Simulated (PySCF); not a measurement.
**C₅H₇BCl₂: runs on many settings**

Aim: see how C₅H₇BCl₂ (`C=C(C)/C=C\B(Cl)Cl`) answers to the choice of functional, basis, grid and SCF options, and what happens with inputs that are wrong on purpose.

Computed with PySCF 2.14.0, with density-fitted response routines of our own, on a single molecule in the gas phase. Atoms are numbered from 0 throughout.

**1. Starting geometry**

15 atoms, charge 0, multiplicity 1; geometry from: GFN2-xTB.

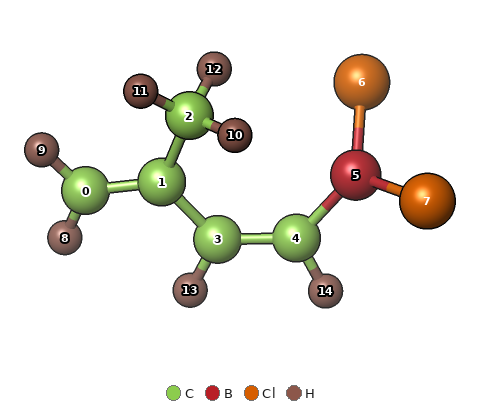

As it starts; carbon green, boron red, chlorine orange, hydrogen brown, atoms numbered; sticks join atoms by distance.

**2. Shielding tensors: PBE0/pcSseg-1**

What the job is given:

```
{"job": {"kind": "nmr", "xc": "PBE0", "basis": "pcSseg-1"}, "charge": 0, "multiplicity": 1}
C     -2.305078     0.336791    -0.068353
C     -0.992619     0.130264     0.071218
C     -0.259592     0.610798     1.285054
C     -0.280590    -0.592737    -0.969078
C      1.040122    -0.802463    -1.086096
B      2.264592    -0.267183    -0.298807
Cl     2.632065     1.414325    -0.170107
Cl     3.438759    -1.383853     0.308275
H     -2.843632     0.006135    -0.940316
H     -2.879823     0.861756     0.675206
H      0.471749    -0.127132     1.611200
H     -0.955618     0.803107     2.097288
H      0.271544     1.534072     1.063021
H     -0.934209    -1.044851    -1.706389
H      1.327916    -1.471038    -1.894029
```

Method: GIAO PBE0/pcSseg-1 NMR shielding, non-relativistic, gas phase.

Started as:

```sh
$ OMP_NUM_THREADS=1 python probes_run.py task.json out
```

The driver reads the jobs from task.json and runs them one after another.

Output:

```text
coarse grid: 14104 points
cycle   1  E = -1139.3100598768  dE =  1.031e+00  |g| = 4.071e-01  |ddm| = 3.621e+00
cycle   2  E = -1139.3097283073  dE =  3.316e-04  |g| = 4.247e-01  |ddm| = 7.714e-01
cycle   3  E = -1139.3554117749  dE = -4.568e-02  |g| = 6.186e-02  |ddm| = 4.131e-01
cycle   4  E = -1139.3560572579  dE = -6.455e-04  |g| = 4.242e-02  |ddm| = 1.046e-01
cycle   5  E = -1139.3565326970  dE = -4.754e-04  |g| = 9.278e-03  |ddm| = 4.231e-02
cycle   6  E = -1139.3565534305  dE = -2.073e-05  |g| = 1.942e-03  |ddm| = 9.398e-03
cycle   7  E = -1139.3565542848  dE = -8.544e-07  |g| = 9.453e-04  |ddm| = 2.634e-03
final grid: 128344 points
cycle   8  E = -1139.4012553214  dE = -4.933e-05  |g| = 8.039e-03  |ddm| = 3.553e-02
cycle   9  E = -1139.4012544124  dE =  9.090e-07  |g| = 7.961e-03  |ddm| = 1.480e-02
cycle  10  E = -1139.4012715327  dE = -1.712e-05  |g| = 8.344e-04  |ddm| = 8.044e-03
cycle  11  E = -1139.4012716530  dE = -1.202e-07  |g| = 3.201e-04  |ddm| = 1.136e-03
cycle  12  E = -1139.4012716772  dE = -2.426e-08  |g| = 9.702e-05  |ddm| = 3.202e-04
cycle  13  E = -1139.4012716793  dE = -2.067e-09  |g| = 3.150e-05  |ddm| = 1.095e-04
cycle  14  E = -1139.4012716796  dE = -2.585e-10  |g| = 8.604e-06  |ddm| = 3.693e-05
converged SCF energy = -1139.4012716796

GIAO shielding tensors (ppm)
atom      isotropic    diamagn.    paramagn.     s11        s22        s33       span
  0 C       55.175     252.290    -197.115    -46.440     66.935    145.031    191.471
  1 C       34.800     260.520    -225.720    -81.184     25.119    160.466    241.650
  2 C      161.242     249.120     -87.879    151.187    158.510    174.028     22.841
  3 C       30.607     252.676    -222.069    -75.193     30.059    136.956    212.149
  4 C       51.204     259.114    -207.910    -49.792     56.055    147.349    197.141
  5 B       43.096     190.479    -147.383      3.070     32.030     94.188     91.118
  6 Cl     639.278    1147.858    -508.580    369.576    678.681    869.577    500.001
  7 Cl     666.787    1146.391    -479.604    384.667    715.590    900.103    515.436
  8 H       26.176      31.178      -5.002     22.903     25.267     30.359      7.457
  9 H       26.056      30.698      -4.641     22.874     24.919     30.376      7.502
 10 H       30.324      31.328      -1.004     26.211     30.586     34.174      7.963
 11 H       29.705      30.283      -0.578     25.228     28.612     35.276     10.048
 12 H       29.038      30.672      -1.634     23.754     28.871     34.490     10.736
 13 H       24.813      32.495      -7.681     22.623     23.295     28.523      5.899
 14 H       25.682      29.563      -3.881     23.888     24.262     28.897      5.009
```

Wall time 29 s (1 thread of Intel Xeon Platinum 8488C, shared host); peak memory 0.82 GiB.

Shifts follow as δ = σ(reference) − σ, with reference shieldings (ppm) from runs at the same level and on the same kind of geometry: 1H TMS 31.72, 13C TMS 186.9, 11B BF3·OEt2 100.1, 35Cl HCl 950. The references are single molecules in the gas phase. Atoms listed in one row are averaged.

| atoms | environment | σ (ppm) | δ (ppm) | δ scaled to CDCl3 |
| --- | --- | --- | --- | --- |
| C3 | alkene CH | 30.6 | 156.3 | 150.7 |
| C1 | fully substituted alkene carbon | 34.8 | 152.1 | 146.6 |
| C4 | alkene CH | 51.2 | 135.7 | 130.5 |
| C0 | terminal =CH2 carbon | 55.2 | 131.7 | 126.7 |
| C2 | allylic methyl carbon | 161.2 | 25.7 | 23.2 |
| H13 | hydrogen on an alkene CH | 24.81 | 6.90 | 6.61 |
| H14 | hydrogen on an alkene CH | 25.68 | 6.03 | 5.79 |
| H9 | hydrogen on a terminal =CH2 carbon | 26.06 | 5.66 | 5.44 |
| H8 | hydrogen on a terminal =CH2 carbon | 26.18 | 5.54 | 5.33 |
| H10, H11, H12 | hydrogen on an allylic methyl carbon | 29.69 | 2.03 | 2.02 |
| B5 | boron bonded to C, 2 Cl | 43.1 | 57.0 | – |
| Cl6, Cl7 | chlorine bonded to B | 653 | 297 | – |

The scaled column applies a straight-line fit of computed shieldings to shifts measured in CDCl3, with any fitted terms for Cl, Br or S neighbours (root-mean-square error 0.16 ppm for H, 1.9 ppm for C).

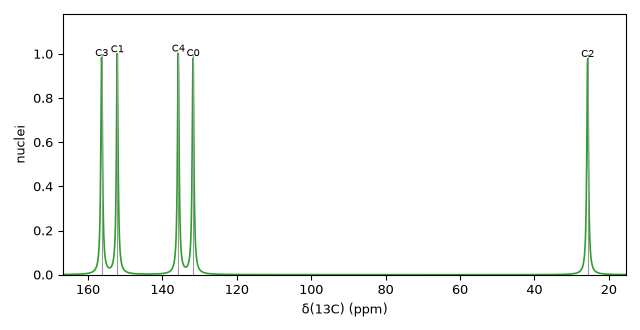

13C lines at the computed shifts, without couplings. Lines are broadened to a width of 0.52 ppm (Lorentzian).

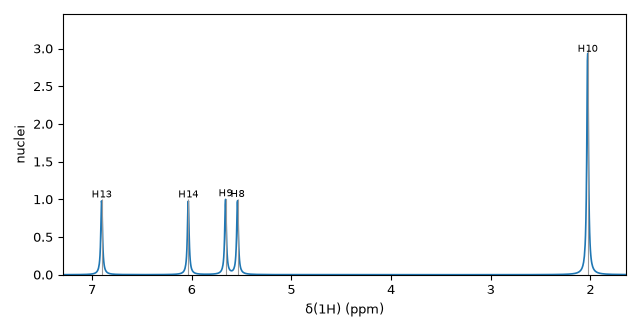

1H lines at the computed shifts, without couplings. Lines are broadened to a width of 0.02 ppm (Lorentzian).

The run also stored atomic charges by several schemes (e):

| atoms | Mulliken | IAO | Hirshfeld | ESP fit |
| --- | --- | --- | --- | --- |
| C0 | -0.05 | -0.30 | -0.09 | -0.61 |
| C1 | -0.43 | 0.02 | 0.01 | 0.50 |
| C2 | -0.18 | -0.43 | -0.12 | -0.69 |
| C3 | -0.04 | -0.10 | -0.03 | -0.40 |
| C4 | -0.31 | -0.32 | -0.14 | -0.17 |
| B5 | 0.46 | 0.12 | 0.16 | 0.18 |
| Cl6, Cl7 | -0.17 | -0.04 | -0.05 | -0.10 |

ESP fit charges:

C0 -0.61; C1 0.50; C2 -0.69; C3 -0.40; C4 -0.17; B5 0.18; Cl6 -0.09; Cl7 -0.11; H8 0.21; H9 0.22; H10 0.21; H11 0.19; H12 0.20; H13 0.19; H14 0.16

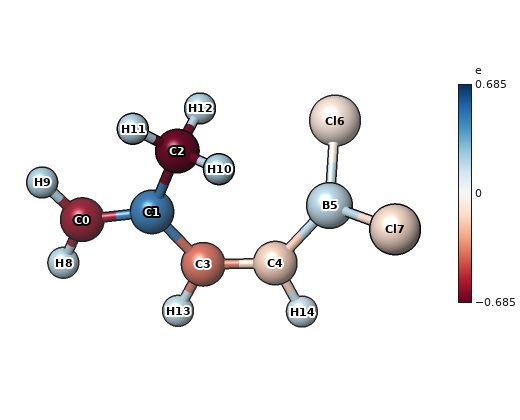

ESP fit charges, as colours on the atoms.

Mayer bond orders: C0–C1 1.89, C1–C2 1.06, C1–C3 1.10, C3–C4 1.86, C4–B5 1.02, B5–Cl6 1.17, B5–Cl7 1.15.

**3. Ultraviolet spectrum: PBE0/def2-SVPD**

Settings changed since step 2:

```diff
@@ -1,2 +1,2 @@
-{"job": {"kind": "nmr", "xc": "PBE0", "basis": "pcSseg-1"}, "charge": 0, "multiplicity": 1}
+{"job": {"kind": "uv", "xc": "PBE0", "basis": "def2-SVPD", "nstates": 6, "ntriplets": 2}, "charge": 0, "multiplicity": 1}
 C     -2.305078     0.336791    -0.068353
```

With the program's defaults for keys left out, this is: TDDFT PBE0/def2-SVPD, vertical, gas phase, core orbitals frozen in the response.

Output:

```text
coarse grid: 14104 points
cycle   1  E = -1138.8805123351  dE =  9.575e-01  |g| = 3.839e-01  |ddm| = 8.530e+00
cycle   2  E = -1138.8821248981  dE = -1.613e-03  |g| = 3.883e-01  |ddm| = 2.433e+00
cycle   3  E = -1138.9220095066  dE = -3.988e-02  |g| = 5.265e-02  |ddm| = 1.005e+00
cycle   4  E = -1138.9224625145  dE = -4.530e-04  |g| = 3.789e-02  |ddm| = 1.812e-01
cycle   5  E = -1138.9228483497  dE = -3.858e-04  |g| = 9.928e-03  |ddm| = 8.022e-02
cycle   6  E = -1138.9228732203  dE = -2.487e-05  |g| = 1.742e-03  |ddm| = 2.431e-02
cycle   7  E = -1138.9228740004  dE = -7.801e-07  |g| = 6.688e-04  |ddm| = 4.819e-03
final grid: 128344 points
cycle   8  E = -1139.0472048407  dE = -4.808e-05  |g| = 7.131e-03  |ddm| = 2.244e-01
cycle   9  E = -1139.0472042014  dE =  6.393e-07  |g| = 7.298e-03  |ddm| = 5.916e-02
cycle  10  E = -1139.0472191595  dE = -1.496e-05  |g| = 6.731e-04  |ddm| = 2.366e-02
cycle  11  E = -1139.0472192666  dE = -1.070e-07  |g| = 2.811e-04  |ddm| = 2.374e-03
cycle  12  E = -1139.0472192847  dE = -1.814e-08  |g| = 9.666e-05  |ddm| = 7.069e-04
cycle  13  E = -1139.0472192869  dE = -2.177e-09  |g| = 2.797e-05  |ddm| = 2.871e-04
cycle  14  E = -1139.0472192871  dE = -2.108e-10  |g| = 8.559e-06  |ddm| = 7.846e-05
converged SCF energy = -1139.0472192871

Static polarisability (au): isotropic 107.779, principal 78.109 92.122 153.107

Singlet excitations
state   eV       nm        f      main configurations
  1   4.3200    287.0   0.26796   H->L 0.90
  2   5.4964    225.6   0.01027   H-2->L 0.91
  3   5.6242    220.4   0.00028   H-1->L 0.64, H-3->L 0.27
  4   5.9159    209.6   0.35944   H->L+1 0.84
  5   6.0512    204.9   0.01781   H-3->L 0.66, H-1->L 0.24
  6   6.4203    193.1   0.00637   H->L+2 0.92

Triplet excitations (Tamm-Dancoff, eV): 2.7928 4.5289
```

Run time: 39 s. Hardware: 1 thread of Intel Xeon Platinum 8488C, shared host; peak memory 0.94 GiB.

Frontier orbitals and where they lie:

| orbital | eV | atoms |
| --- | --- | --- |
| HOMO−3 | -9.17 | Cl7 29 %, Cl6 19 %, C3 13 % |
| HOMO−2 | -9.01 | Cl6 34 %, C4 16 %, Cl7 13 % |
| HOMO−1 | -8.97 | Cl7 30 %, Cl6 27 %, C1 11 % |
| HOMO | -7.04 | C0 26 %, C4 22 %, C1 18 % |
| LUMO | -2.06 | B5 23 %, C4 15 %, C3 13 % |
| LUMO+1 | -0.48 | B5 22 %, C4 16 %, C0 12 % |
| LUMO+2 | 0.31 | B5 38 %, Cl7 15 %, Cl6 13 % |

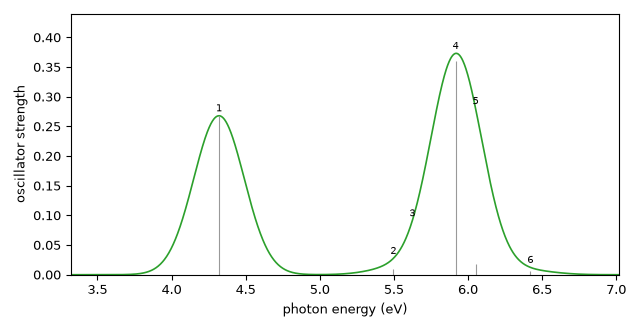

Absorption spectrum from the 6 singlet states computed; above the last one it falls off for lack of states. Lines are broadened to a width of 0.40 eV (Gaussian).

Ground-state properties from the same run:

| property | computed |
| --- | --- |
| dipole moment (D) | 1.80 |
| polarisability (Å³) | 15.97 |
| HOMO–LUMO gap (eV) | 4.99 |
| −ε(HOMO) (eV) | 7.04 |

**4. Shielding tensors: PBE0/pcSseg-1**

Settings changed since step 3:

```diff
@@ -1,2 +1,2 @@
-{"job": {"kind": "uv", "xc": "PBE0", "basis": "def2-SVPD", "nstates": 6, "ntriplets": 2}, "charge": 0, "multiplicity": 1}
+{"job": {"kind": "nmr", "xc": "PBE0", "basis": "pcSseg-1", "pop": false, "scf": {"diis": false, "max_cycle": 62}}, "charge": 0, "multiplicity": 1}
 C     -2.305078     0.336791    -0.068353
```

Level: GIAO PBE0/pcSseg-1 NMR shielding, non-relativistic, gas phase.

Output:

```text
final grid: 128344 points
cycle   1  E = -1139.3557574381  dE =  1.033e+00  |g| = 4.021e-01  |ddm| = 3.622e+00
cycle   2  E = -1139.3553365639  dE =  4.209e-04  |g| = 4.205e-01  |ddm| = 7.659e-01
cycle   3  E = -1139.3410185184  dE =  1.432e-02  |g| = 4.777e-01  |ddm| = 8.043e-01
cycle   4  E = -1139.2821514185  dE =  5.887e-02  |g| = 6.559e-01  |ddm| = 1.058e+00
cycle   5  E = -1139.1290723076  dE =  1.531e-01  |g| = 9.723e-01  |ddm| = 1.580e+00
cycle   6  E = -1137.8026035614  dE =  1.326e+00  |g| = 2.242e+00  |ddm| = 2.960e+00
cycle   7  E = -1120.4596136554  dE =  1.734e+01  |g| = 6.812e+00  |ddm| = 2.040e+01
cycle   8  E = -1012.0353326510  dE =  1.084e+02  |g| = 1.321e+01  |ddm| = 2.907e+01
cycle   9  E = -672.0459156134  dE =  3.400e+02  |g| = 2.589e+01  |ddm| = 7.098e+01
cycle  10  E = -706.7336871169  dE = -3.469e+01  |g| = 3.341e+01  |ddm| = 8.784e+01
[... 42 cycles left out ...]
cycle  53  E = -326.3478743119  dE =  3.256e+02  |g| = 2.914e+01  |ddm| = 3.725e+01
cycle  54  E = -651.9314704368  dE = -3.256e+02  |g| = 3.962e+01  |ddm| = 3.725e+01
cycle  55  E = -326.3478743119  dE =  3.256e+02  |g| = 2.914e+01  |ddm| = 3.725e+01
cycle  56  E = -651.9314704368  dE = -3.256e+02  |g| = 3.962e+01  |ddm| = 3.725e+01
cycle  57  E = -326.3478743119  dE =  3.256e+02  |g| = 2.914e+01  |ddm| = 3.725e+01
cycle  58  E = -651.9314704368  dE = -3.256e+02  |g| = 3.962e+01  |ddm| = 3.725e+01
cycle  59  E = -326.3478743119  dE =  3.256e+02  |g| = 2.914e+01  |ddm| = 3.725e+01
cycle  60  E = -651.9314704368  dE = -3.256e+02  |g| = 3.962e+01  |ddm| = 3.725e+01
cycle  61  E = -326.3478743119  dE =  3.256e+02  |g| = 2.914e+01  |ddm| = 3.725e+01
cycle  62  E = -651.9314704368  dE = -3.256e+02  |g| = 3.962e+01  |ddm| = 3.725e+01
SCF not converged, last energy = -651.9314704368
```

Wall time 80 s (1 thread of Intel Xeon Platinum 8488C, shared host); peak memory 0.75 GiB.

Why it failed: The SCF swings between two densities 325.58 Eh apart: plain iteration without DIIS overshoots. Cure: turn DIIS on. Numbers printed on the way are no properties of the molecule.

**5. NMR shieldings: LDA/LANL2DZ**

What the job is given:

```
{"job": {"kind": "nmr", "xc": "LDA", "basis": "LANL2DZ", "pop": true, "scf": {"guess": "1e", "max_cycle": 97}}, "charge": 0, "multiplicity": 1}
C     -2.535586     0.370470    -0.075188
C     -1.091881     0.143290     0.078340
C     -0.285551     0.671878     1.413559
C     -0.308649    -0.652011    -1.065986
C      1.144134    -0.882709    -1.194706
B      2.491051    -0.293901    -0.328688
Cl     2.895272     1.555758    -0.187118
Cl     3.782635    -1.522238     0.339102
H     -3.127995     0.006748    -1.034348
H     -3.167805     0.947932     0.742727
H      0.518924    -0.139845     1.772320
H     -1.051180     0.883418     2.307017
H      0.298698     1.687479     1.169323
H     -1.027630    -1.149336    -1.877028
H      1.460708    -1.618142    -2.083432
```

Level: GIAO LDA/LANL2DZ NMR shielding, non-relativistic, gas phase.

Output:

```text
final grid: 128344 points
cycle   1  E = -168.1364148800  dE =  1.408e+01  |g| = 5.380e+00  |ddm| = 9.737e+01
cycle   2  E = -160.0884093052  dE =  8.048e+00  |g| = 6.362e+00  |ddm| = 1.006e+02
cycle   3  E = -222.5048007874  dE = -6.242e+01  |g| = 6.021e+00  |ddm| = 2.912e+01
cycle   4  E = -244.8877206300  dE = -2.238e+01  |g| = 2.309e+00  |ddm| = 1.729e+01
cycle   5  E = -244.6844148529  dE =  2.033e-01  |g| = 2.612e+00  |ddm| = 4.704e+00
cycle   6  E = -246.7315797497  dE = -2.047e+00  |g| = 1.085e+00  |ddm| = 3.821e+00
cycle   7  E = -243.8868291000  dE =  2.845e+00  |g| = 2.600e+00  |ddm| = 3.238e+00
cycle   8  E = -244.8235282528  dE = -9.367e-01  |g| = 2.091e+00  |ddm| = 1.023e+00
cycle   9  E = -244.8082298767  dE =  1.530e-02  |g| = 2.102e+00  |ddm| = 2.138e-01
cycle  10  E = -247.0575907904  dE = -2.249e+00  |g| = 6.027e-01  |ddm| = 2.670e+00
cycle  11  E = -247.0023255682  dE =  5.527e-02  |g| = 6.940e-01  |ddm| = 1.409e+00
cycle  12  E = -247.1705006229  dE = -1.682e-01  |g| = 1.553e-01  |ddm| = 1.007e+00
cycle  13  E = -247.1719219886  dE = -1.421e-03  |g| = 1.327e-01  |ddm| = 2.419e-01
cycle  14  E = -247.1776019635  dE = -5.680e-03  |g| = 3.972e-02  |ddm| = 1.806e-01
cycle  15  E = -247.1780108808  dE = -4.089e-04  |g| = 1.745e-02  |ddm| = 5.303e-02
cycle  16  E = -247.1780932766  dE = -8.240e-05  |g| = 5.689e-03  |ddm| = 2.202e-02
cycle  17  E = -247.1781040933  dE = -1.082e-05  |g| = 7.489e-04  |ddm| = 7.485e-03
cycle  18  E = -247.1781042184  dE = -1.252e-07  |g| = 5.273e-04  |ddm| = 1.690e-03
cycle  19  E = -247.1781042987  dE = -8.027e-08  |g| = 1.792e-04  |ddm| = 7.718e-04
cycle  20  E = -247.1781043102  dE = -1.148e-08  |g| = 3.099e-05  |ddm| = 2.789e-04
cycle  21  E = -247.1781043101  dE =  5.144e-11  |g| = 3.377e-05  |ddm| = 9.123e-05
cycle  22  E = -247.1781043105  dE = -4.115e-10  |g| = 8.101e-06  |ddm| = 5.393e-05
converged SCF energy = -247.1781043105

GIAO shielding tensors (ppm)
atom      isotropic    diamagn.    paramagn.     s11        s22        s33       span
  0 C       36.879     262.404    -225.524    -58.403     40.250    128.791    187.194
  1 C        8.312     243.652    -235.340    -95.247     -7.422    127.605    222.852
  2 C      139.011     258.311    -119.300    126.108    132.416    158.509     32.401
  3 C       10.117     255.084    -244.967    -90.819      7.482    113.687    204.506
  4 C       32.466     248.177    -215.712    -61.131     32.661    125.867    186.998
  5 B       31.240     204.934    -173.694     -2.177     27.747     68.151     70.328
  6 Cl         nan         nan         nan        nan        nan        nan        nan
  7 Cl         nan         nan         nan        nan        nan        nan        nan
  8 H       24.092      28.108      -4.017     21.422     23.579     27.274      5.853
  9 H       23.971      28.131      -4.159     21.036     23.464     27.414      6.378
 10 H       27.781      31.230      -3.449     24.222     28.347     30.775      6.553
 11 H       27.318      28.756      -1.438     23.664     26.731     31.559      7.895
 12 H       26.918      30.264      -3.345     22.766     27.128     30.862      8.096
 13 H       22.709      27.162      -4.453     21.205     21.580     25.343      4.138
 14 H       23.637      24.189      -0.552     22.498     22.685     25.729      3.231
```

Wall time 17 s (1 thread of Intel Xeon Platinum 8488C, shared host); peak memory 0.41 GiB.

The run ended normally, but its values are not to be used for the molecule: the shieldings of some atoms came out as not-a-number; all coordinates were scaled by 1.1; the basis LANL2DZ leaves the core to a potential or lacks core functions, which properties at the nuclei need.

**6. Excited states and response: PBE0/def2-SVPD**

What the job is given:

```
{"job": {"kind": "uv", "xc": "PBE0", "basis": "def2-SVPD", "nstates": 12, "ntriplets": 5, "tda": true, "grid": 1, "scf": {"conv": 1e-11}}, "charge": 0, "multiplicity": 1}
C     -2.305078     0.336791    -0.068353
C     -0.992619     0.130264     0.071218
C     -0.259592     0.610798     1.285054
C     -0.280590    -0.592737    -0.969078
C      1.040122    -0.802463    -1.086096
B      2.264592    -0.267183    -0.298807
Cl     2.632065     1.414325    -0.170107
Cl     3.438759    -1.383853     0.308275
H     -2.843632     0.006135    -0.940316
H     -2.879823     0.861756     0.675206
H      0.471749    -0.127132     1.611200
H     -0.955618     0.803107     2.097288
H      0.271544     1.534072     1.063021
H     -0.934209    -1.044851    -1.706389
H      1.327916    -1.471038    -1.894029
```

Level: TDA PBE0/def2-SVPD, vertical, gas phase, core orbitals frozen in the response.

Output:

```text
final grid: 61016 points
cycle   1  E = -1139.0058207870  dE =  9.609e-01  |g| = 3.791e-01  |ddm| = 8.617e+00
cycle   2  E = -1139.0074145292  dE = -1.594e-03  |g| = 3.837e-01  |ddm| = 2.381e+00
cycle   3  E = -1139.0463342286  dE = -3.892e-02  |g| = 5.368e-02  |ddm| = 9.883e-01
cycle   4  E = -1139.0468181533  dE = -4.839e-04  |g| = 3.793e-02  |ddm| = 1.830e-01
cycle   5  E = -1139.0472051996  dE = -3.870e-04  |g| = 9.904e-03  |ddm| = 8.078e-02
cycle   6  E = -1139.0472300822  dE = -2.488e-05  |g| = 1.734e-03  |ddm| = 2.453e-02
cycle   7  E = -1139.0472308658  dE = -7.836e-07  |g| = 6.536e-04  |ddm| = 4.862e-03
cycle   8  E = -1139.0472309670  dE = -1.012e-07  |g| = 2.340e-04  |ddm| = 1.507e-03
cycle   9  E = -1139.0472309808  dE = -1.376e-08  |g| = 6.208e-05  |ddm| = 6.851e-04
cycle  10  E = -1139.0472309819  dE = -1.107e-09  |g| = 1.040e-05  |ddm| = 1.776e-04
cycle  11  E = -1139.0472309819  dE = -3.888e-11  |g| = 3.268e-06  |ddm| = 5.434e-05
cycle  12  E = -1139.0472309819  dE = -4.320e-12  |g| = 1.097e-06  |ddm| = 1.215e-05
converged SCF energy = -1139.0472309819

Static polarisability (au): isotropic 107.780, principal 78.111 92.121 153.109

Singlet excitations
state   eV       nm        f      main configurations
  1   4.4635    277.8   0.30156   H->L 0.82, H->L+1 0.15
  2   5.5168    224.7   0.00987   H-2->L 0.91
  3   5.6316    220.2   0.00033   H-1->L 0.61, H-3->L 0.29
  4   6.1169    202.7   0.02234   H-3->L 0.57, H-1->L 0.26
  5   6.2049    199.8   0.56025   H->L+1 0.70, H->L 0.11
  6   6.4401    192.5   0.06323   H->L+2 0.85
  7   6.5349    189.7   0.03448   H-4->L 0.74, H-5->L 0.19
  8   6.6410    186.7   0.02232   H-5->L 0.62, H-2->L+1 0.17, H-4->L 0.17
  9   7.0456    176.0   0.01055   H->L+3 0.78, H-6->L 0.09
 10   7.0897    174.9   0.06106   H-6->L 0.74, H->L+3 0.10
 11   7.1864    172.5   0.00306   H->L+4 0.55, H-1->L+1 0.30
 12   7.2141    171.9   0.02244   H-2->L+1 0.65, H-5->L 0.14

Triplet excitations (Tamm-Dancoff, eV): 2.7928 4.5289 4.8875 5.1333 5.4815
```

Run time: 31 s. Hardware: 1 thread of Intel Xeon Platinum 8488C, shared host; peak memory 0.89 GiB.

This run: HOMO -7.04 eV, LUMO -2.06 eV; lowest singlet 4.46 eV.

**7. Results**

| quantity | value |
| --- | --- |
| 13C shifts against TMS (PBE0/pcSseg-1) | 156.3, 152.1, 135.7, 131.7, 25.7 ppm |
| 1H shifts against TMS (PBE0/pcSseg-1, means over atoms taken as alike) | 6.90, 6.03, 5.66, 5.54, 2.03 ppm |
| 11B shifts against BF3·OEt2 (PBE0/pcSseg-1) | 57.0 ppm |
| 35Cl shifts against HCl (PBE0/pcSseg-1, means over atoms taken as alike) | 297 ppm |
| lowest singlet (PBE0/def2-SVPD) | 4.32 eV (287 nm), f = 0.268 |
| brightest single state of those computed | state 4, 5.92 eV, f = 0.359 |
| lowest triplet | 2.79 eV |
| property runs in this session | 5, of which 1 failed and 1 gave unsound results |

Single values in the summary come from the first sound run of each kind (PBE0/pcSseg-1; PBE0/def2-SVPD), which need not be the best level. At PBE0/pcSseg-1: Shielding is most anisotropic at Cl6, Cl7 (span 508 ppm, paramagnetic term -494 ppm). The first singlet state (HOMO→LUMO 0.90) lies at 4.32 eV and is bright; of the 6 states computed, the strongest absorption comes from state 4 at 5.92 eV. The lowest triplet lies 1.53 eV below the lowest singlet (triplets in Tamm-Dancoff, singlets in full TDDFT).
